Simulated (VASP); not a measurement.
Band structure of Ti2Cd (space group I4/mmm). Level of theory: PBEsol GGA, VASP's PBE PAW potentials (set 64) (plane waves; VASP).

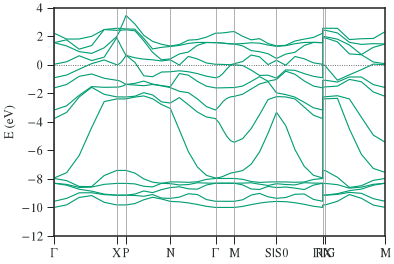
Figure: Bands along high-symmetry lines, zero at the valence-band maximum or, without a gap, the Fermi level

**Question.** Read the plot: is there a gap, and where are the band edges?

**Answer.** It has no gap at this level: it comes out as a metal or semimetal.

The structure comes from a computed database's Ti2Cd entry; how it stands against other phases isn't given here. The cell was not relaxed at this level.
